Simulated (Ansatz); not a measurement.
**UPBE0/def2-SVPD run of GeH2ClO (SMILES [O][GeH2][Cl])**

Aim: the vertical electron affinity of GeH2ClO at UPBE0/def2-SVPD, from 2 runs. 

The calculation is run with Ansatz 0.2.0.

74 further runs of the same task are left out: 1 that didn't finish, 73 set aside as unsound or not needed.

## Step 1: The molecule

GeH2ClO has 5 atoms, charge 0, and is taken as a doublet. As SMILES, `[O][GeH2][Cl]`. The coordinates come from a PBE0-D4/def2-TZVP relaxation.

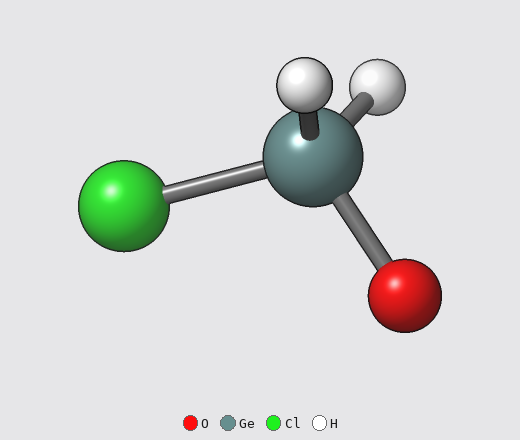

The structure, seen from a chosen angle (oxygen red, germanium teal, chlorine green, hydrogen white).

## Step 2: A single-point energy at UPBE0/def2-SVPD

File in.yaml:

```yaml
crystal:
  periodic: [false, false, false]
  atoms:
    - {symbol: O, position_ang: [-0.272400, -0.591800, 1.625500]}
    - {symbol: Ge, position_ang: [0.123700, -0.081200, -0.034500]}
    - {symbol: Cl, position_ang: [-1.347100, 1.290100, -0.778900]}
    - {symbol: H, position_ang: [0.081000, -1.343800, -0.899000]}
    - {symbol: H, position_ang: [1.464600, 0.653000, 0.045400]}
basis:
  gaussian:
    orbitals: def2-SVPD
magnetization:
  spin_polarized: true
  initial_magnetization: 1
hamiltonian:
  xc: pbe0
accuracy: high
output: {orbitals: {seedname: orbitals}}
```

On the command line:

```console
$ ansatz run in.yaml --threads 1 --pin off --max-ram 3480MiB --events-out events.jsonl --progress --plain --runs-dir runs
```

Output:

```text
Warning: RAYON_NUM_THREADS=1 ignored (pool sized by the plan → 1); use --threads N
Functional definition: PBE0
  name "PBE0"
  parameter a = 0.25
  parameter kappa = 0.804
  parameter beta = 0.06672455060314922
  exchange = (1 - a)*pbe_x(kappa = kappa, mu = beta*pi^2/3) + a*exact_x
  correlation = pbe_c(beta = beta)
1996 factors; integrals over basis functions are off by at most 4.4e-9 eV
mean field evaluation 1: about -71080.4693 eV, gradient 5.0e1 eV
mean field evaluation 2: about -70897.3515 eV, gradient 1.4e2 eV
mean field evaluation 4: about -71092.5699 eV, gradient 1.6e1 eV
mean field evaluation 8: about -71093.9080 eV, gradient 7.6e-1 eV
mean field evaluation 16: about -71093.9703 eV, gradient 7.0e-4 eV
mean field evaluation 32: about -71093.9703 eV, gradient 5.1e-6 eV
mean field -71093.97025251 eV, -2612.6552175561 hartree, gradient 7.4e-8 eV, S^2 0.754340; 2 other end points of the search recorded, 0 dependent functions left out
reference -71093.97025530 eV, -2612.6552176586 hartree; 30, 29 occupied and 74, 75 virtual orbitals, 1996 factors
Total energy: -71093.97025530 eV, -2612.6552176586 hartree
```

It took 42 s on 1 thread of Intel Xeon Platinum 8259CL at 2.50GHz (Skylake/Cascade Lake), shared host; peak memory 0.57 GiB.

## Step 3: The singlet anion, same level

File run.yaml:

```yaml
crystal:
  periodic: [false, false, false]
  atoms:
    - {symbol: O, position_ang: [-0.272400, -0.591800, 1.625500]}
    - {symbol: Ge, position_ang: [0.123700, -0.081200, -0.034500]}
    - {symbol: Cl, position_ang: [-1.347100, 1.290100, -0.778900]}
    - {symbol: H, position_ang: [0.081000, -1.343800, -0.899000]}
    - {symbol: H, position_ang: [1.464600, 0.653000, 0.045400]}
basis:
  gaussian: {orbitals: def2-SVPD}
total_charge: -1
hamiltonian: {xc: {name: PBE0}}
accuracy: high
output: {orbitals: {seedname: orbitals}}
```

On the command line:

```console
$ ansatz run run.yaml --threads 1 --pin off --max-ram 3480MiB --events-out events.jsonl --progress --plain --runs-dir runs
```

Output:

```text
Warning: RAYON_NUM_THREADS=1 ignored (pool sized by the plan → 1); use --threads N
Functional definition: PBE0
  name "PBE0"
  parameter a = 0.25
  parameter kappa = 0.804
  parameter beta = 0.06672455060314922
  exchange = (1 - a)*pbe_x(kappa = kappa, mu = beta*pi^2/3) + a*exact_x
  correlation = pbe_c(beta = beta)
1996 factors; integrals over basis functions are off by at most 4.1e-9 eV
mean field evaluation 1: about -71093.1463 eV, gradient 4.2e1 eV
mean field evaluation 2: about -71043.8389 eV, gradient 1.5e2 eV
mean field evaluation 4: about -71096.6379 eV, gradient 7.7e0 eV
mean field evaluation 8: about -71096.7961 eV, gradient 3.3e-1 eV
mean field evaluation 16: about -71096.7964 eV, gradient 7.8e-5 eV
mean field -71096.79640437 eV, -2612.7590767211 hartree, gradient 1.4e-8 eV, S^2 0.000000; 0 other end points of the search recorded, 0 dependent functions left out
reference -71096.79640679 eV, -2612.7590768102 hartree; 30, 30 occupied and 74, 74 virtual orbitals, 1996 factors
Total energy: -71096.79640679 eV, -2612.7590768102 hartree
```

It took 13 s on 1 thread of Intel Xeon Platinum 8259CL at 2.50GHz (Skylake/Cascade Lake), shared host; peak memory 0.38 GiB.

## Step 4: Results

Level: UPBE0/def2-SVPD.

| quantity | value |
| --- | --- |
| doublet GeH2ClO: total energy | -2612.65522 Eh |
| doublet GeH2ClO: HOMO energy (highest over α and β) | -9.17 eV |
| doublet GeH2ClO: LUMO energy (lowest over α and β) | -4.79 eV |
| doublet GeH2ClO: ⟨S²⟩ | 0.754 |
| singlet anion: total energy | -2612.75908 Eh |
| singlet anion: HOMO energy | -0.97 eV |
| singlet anion: LUMO energy | 4.34 eV |
| singlet anion: HOMO–LUMO gap (to an unbound level, set by the basis) | 5.31 eV |
| vertical electron affinity (to the singlet anion) | 2.826 eV |

In words: At fixed nuclei the extra electron is bound by 2.83 eV (65 kcal/mol).
